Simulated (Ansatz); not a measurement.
## Geometry relaxation, with input and output: GeIClF

GeIClF, multiplicity 2, SMILES [F][Ge]([Cl])[I], computed with UKS PBE0-D4/def2-TZVP (Ansatz 0.2.0).

The geometry: PBE-D4/def2-SVP start.

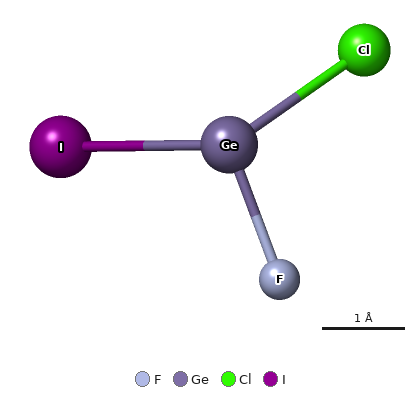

Fig. 1: The structure as given in the input (ball-and-stick view, seen at an oblique angle). Sticks mark near contacts. Bond lengths as drawn: Cl–Ge 2.19 Å, F–Ge 1.76 Å and Ge–I 2.57 Å.

Results in brief:

- outcome: converged
- total energy: −79849.6968 eV
- mean-field energy: −79849.5703 eV
- dispersion energy: −0.1265 eV
- ⟨S²⟩: 0.755
- SCF solution under orbital rotations: stable
- largest force (length of the vector) at the end: 0.006 eV/Å
- dipole moment: 1.65 D
- hardware: 4 threads of AMD EPYC, 23 GiB of memory available, shared host
- wall time: 28 s (CPU time 1.7 min)
- peak memory: 0.67 GiB

The input:
```yaml
crystal:
  periodic: [false, false, false]
  atoms:
    - {symbol: F, position_ang: [-1.732736, -0.204506, 0.128814]}
    - {symbol: Ge, position_ang: [-0.132171, 0.534992, 0.132012]}
    - {symbol: Cl, position_ang: [0.911821, -0.382340, 1.827214]}
    - {symbol: I, position_ang: [1.008586, -0.008347, -2.108239]}
basis:
  gaussian: {orbitals: def2-TZVP}
magnetization: {spin_polarized: true, initial_magnetization: 1}
hamiltonian: {xc: pbe0, dispersion: d4}
relax: {f_tol: 0.005, max_steps: 150}
```

Launch command:
```bash
ansatz run in.yaml --threads 4 --pin off --events-out ev --progress --plain --max-ram 10444MiB
```

Output:
```
Functional definition: PBE0
  name "PBE0"
  cite "Adamo & Barone, J. Chem. Phys. 110, 6158 (1999) doi:10.1063/1.478522"
  cite "Perdew, Burke & Ernzerhof, Phys. Rev. Lett. 77, 3865 (1996) doi:10.1103/PhysRevLett.77.3865"
  parent pbe
  parameter a = 0.25
  parameter kappa = 0.804
  parameter beta = 0.06672455060314922
  exchange = (1 - a)*pbe_x(kappa = kappa, mu = beta*pi^2/3) + a*exact_x
  correlation = pbe_c(beta = beta)
1243 factors; their error is unknown
mean field evaluation 1: about -79846.3714 eV, gradient 2.8e1 eV
mean field evaluation 2: about -79837.1179 eV, gradient 6.3e1 eV
mean field evaluation 4: about -79848.9084 eV, gradient 2.9e0 eV
mean field evaluation 8: about -79848.9410 eV, gradient 1.1e-1 eV
mean field evaluation 16: about -79849.5371 eV, gradient 7.8e-4 eV
mean field -79849.53712262 eV, -2934.4163652959 hartree, gradient 6.1e-5 eV, S^2 0.756323; 0 other end points of the search recorded, 0 dependent functions left out
the calculation of the forces begins
reference -79849.53714687 eV, -2934.4163661873 hartree; 42, 41 occupied and 124, 125 virtual orbitals, 1243 factors
relax step   1: F+E_penalty+E_count = -79849.66182427 eV  Δ(F+E_penalty+E_count) = +0.000e0 eV  max|allowed force component| = 6.983e-1 eV/Å  Δτ_max = 0.0000 Å  (34 SCF iters, accepted)
these checks for a lower state are left out or cut short: starts, cluster_reference, orbital_swaps, neighbouring_geometries, increment
1243 factors; their error is unknown
mean field -79849.56609388 eV, -2934.4174299703 hartree, gradient 1.7e-5 eV, S^2 0.755304; 0 other end points of the search recorded, 0 dependent functions left out
the calculation of the forces begins
reference -79849.56611807 eV, -2934.4174308591 hartree; 42, 41 occupied and 124, 125 virtual orbitals, 1243 factors
relax step   2: F+E_penalty+E_count = -79849.69279203 eV  Δ(F+E_penalty+E_count) = -3.097e-2 eV  max|allowed force component| = 2.892e-1 eV/Å  Δτ_max = 0.0573 Å  (37 SCF iters, accepted)
these checks for a lower state are left out or cut short: starts, cluster_reference, orbital_swaps, neighbouring_geometries, increment
1243 factors; their error is unknown
mean field evaluation 32: about -79849.5697 eV, gradient 1.2e-3 eV
mean field -79849.56968379 eV, -2934.4175618972 hartree, gradient 2.3e-5 eV, S^2 0.755338; 0 other end points of the search recorded, 0 dependent functions left out
the calculation of the forces begins
reference -79849.56970798 eV, -2934.4175627861 hartree; 42, 41 occupied and 124, 125 virtual orbitals, 1243 factors
relax step   3: F+E_penalty+E_count = -79849.69618322 eV  Δ(F+E_penalty+E_count) = -3.391e-3 eV  max|allowed force component| = 1.428e-1 eV/Å  Δτ_max = 0.0125 Å  (37 SCF iters, accepted)
these checks for a lower state are left out or cut short: starts, cluster_reference, orbital_swaps, neighbouring_geometries, increment
1243 factors; their error is unknown
mean field -79849.57024598 eV, -2934.4175825572 hartree, gradient 2.1e-5 eV, S^2 0.755367; 0 other end points of the search recorded, 0 dependent functions left out
the calculation of the forces begins
reference -79849.57027020 eV, -2934.4175834472 hartree; 42, 41 occupied and 124, 125 virtual orbitals, 1243 factors
relax step   4: F+E_penalty+E_count = -79849.69670413 eV  Δ(F+E_penalty+E_count) = -5.209e-4 eV  max|allowed force component| = 3.318e-2 eV/Å  Δτ_max = 0.0055 Å  (38 SCF iters, accepted)
these checks for a lower state are left out or cut short: starts, cluster_reference, orbital_swaps, neighbouring_geometries, increment
1243 factors; their error is unknown
mean field -79849.57022721 eV, -2934.4175818673 hartree, gradient 2.1e-5 eV, S^2 0.755385; 0 other end points of the search recorded, 0 dependent functions left out
the calculation of the forces begins
reference -79849.57025143 eV, -2934.4175827574 hartree; 42, 41 occupied and 124, 125 virtual orbitals, 1243 factors
relax step   5: F+E_penalty+E_count = -79849.69671768 eV  Δ(F+E_penalty+E_count) = -1.355e-5 eV  max|allowed force component| = 2.188e-2 eV/Å  Δτ_max = 0.0034 Å  (39 SCF iters, accepted)
these checks for a lower state are left out or cut short: starts, cluster_reference, orbital_swaps, neighbouring_geometries, increment
1243 factors; their error is unknown
mean field -79849.57026492 eV, -2934.4175832530 hartree, gradient 2.0e-5 eV, S^2 0.755376; 0 other end points of the search recorded, 0 dependent functions left out
the calculation of the forces begins
reference -79849.57028914 eV, -2934.4175841431 hartree; 42, 41 occupied and 124, 125 virtual orbitals, 1243 factors
relax step   6: F+E_penalty+E_count = -79849.69674022 eV  Δ(F+E_penalty+E_count) = -2.254e-5 eV  max|allowed force component| = 3.859e-3 eV/Å  Δτ_max = 0.0017 Å  (39 SCF iters, accepted)
1243 factors; their error is unknown
mean field evaluation 64: about -79838.7812 eV, gradient 5.9e1 eV
```

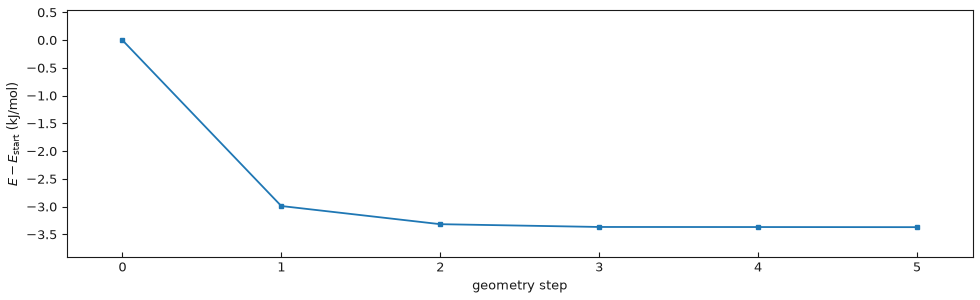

Fig. 2: Progress of the relaxation, step by step (the first geometry is step 0 here and step 1 in the log).

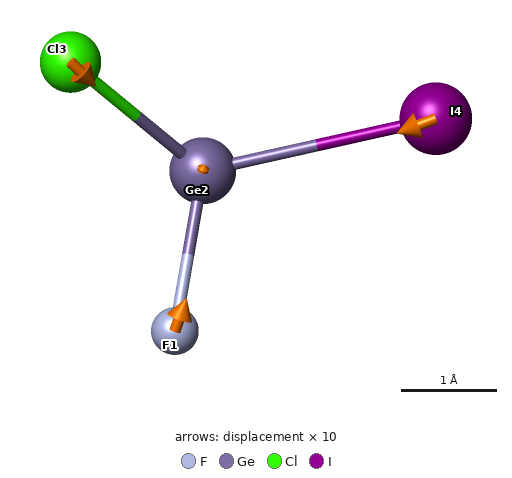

Fig. 3: The starting structure with the displacements as orange arrows, magnified 10 times (ball-and-stick view, seen at a tilt). The two geometries are laid on each other by the best rigid fit. The energy falls by 3.37 kJ/mol in 5 geometry steps. Largest force component: 0.7 eV/Å at the start, 0.0039 eV/Å at the end. I4 moves most after the best rigid fit: 0.044 Å. By element the largest moves are I 0.044 Å, Cl 0.039 Å, F 0.038 Å, Ge 0.008 Å. Among the contacts that change: Ge2–I4 2.572 → 2.525 Å, Ge2–Cl3 2.192 → 2.150 Å, F1–Ge2 1.763 → 1.735 Å. (Atoms are counted from 1 in the order of the input.)

```
mean field -79849.57026492 eV, -2934.4175832530 hartree, gradient 2.0e-5 eV, S^2 0.755376; 1 other end points of the search recorded, 0 dependent functions left out
the calculation of the forces begins
reference -79849.57028914 eV, -2934.4175841431 hartree; 42, 41 occupied and 124, 125 virtual orbitals, 1243 factors
Total energy: -79849.69676444 eV, -2934.4222320249 hartree
Atom 0 at    -1.695259    -0.205263     0.124159 Å, force     0.002020     0.001847    -0.000177 eV/Å
Atom 1 at    -0.124626     0.531978     0.131672 Å, force    -0.003859    -0.001415    -0.003710 eV/Å
Atom 2 at     0.890311    -0.376936     1.794572 Å, force     0.002182    -0.000978     0.002367 eV/Å
Atom 3 at     0.985075    -0.009980    -2.070602 Å, force    -0.000342     0.000547     0.001519 eV/Å
Dipole moment:     0.176626     0.263288    -0.134356 e Å
```

Trajectory as extended XYZ (Å, eV, eV/Å), 6 frames, from step=1 to step=6:
```
4
Properties=species:S:1:pos:R:3:forces:R:3 step=1 energy=-79849.66182
F    -1.7327   -0.2045    0.1288    0.6983   0.2902   0.0036
Ge   -0.1322    0.5350    0.1320   -0.1991  -0.6028   0.1070
Cl    0.9118   -0.3823    1.8272   -0.3055   0.2377  -0.4729
I     1.0086   -0.0083   -2.1082   -0.1937   0.0749   0.3623
4
Properties=species:S:1:pos:R:3:forces:R:3 step=2 energy=-79849.69279
F    -1.6986   -0.2102    0.1169    0.2892   0.1647   0.0093
Ge   -0.1213    0.5433    0.1288   -0.2844  -0.2304   0.1844
Cl    0.8962   -0.3804    1.7934   -0.0590   0.0727  -0.0913
I     0.9791   -0.0129   -2.0593    0.0542  -0.0070  -0.1024
4
Properties=species:S:1:pos:R:3:forces:R:3 step=3 energy=-79849.69618
F    -1.6997   -0.2058    0.1274    0.1314   0.0612  -0.0117
Ge   -0.1233    0.5321    0.1282   -0.1428  -0.0563   0.0577
Cl    0.8911   -0.3772    1.7922   -0.0018   0.0067  -0.0085
I     0.9875   -0.0094   -2.0680    0.0131  -0.0116  -0.0375
4
Properties=species:S:1:pos:R:3:forces:R:3 step=4 energy=-79849.69670
F    -1.6964   -0.2048    0.1232    0.0255   0.0076   0.0036
Ge   -0.1239    0.5305    0.1323   -0.0332   0.0053  -0.0163
Cl    0.8910   -0.3763    1.7950    0.0064  -0.0110   0.0124
I     0.9848   -0.0096   -2.0707    0.0014  -0.0019   0.0004
4
Properties=species:S:1:pos:R:3:forces:R:3 step=5 energy=-79849.69672
F    -1.6947   -0.2060    0.1243    0.0103   0.0109  -0.0014
Ge   -0.1248    0.5337    0.1315   -0.0078  -0.0219   0.0047
Cl    0.8900   -0.3775    1.7943   -0.0017   0.0075  -0.0056
I     0.9850   -0.0104   -2.0703   -0.0008   0.0034   0.0023
4
Properties=species:S:1:pos:R:3:forces:R:3 step=6 energy=-79849.69674
F    -1.6953   -0.2053    0.1242    0.0020   0.0018  -0.0002
Ge   -0.1246    0.5320    0.1317   -0.0039  -0.0014  -0.0037
Cl    0.8903   -0.3769    1.7946    0.0022  -0.0010   0.0024
I     0.9851   -0.0100   -2.0706   -0.0003   0.0005   0.0015
```
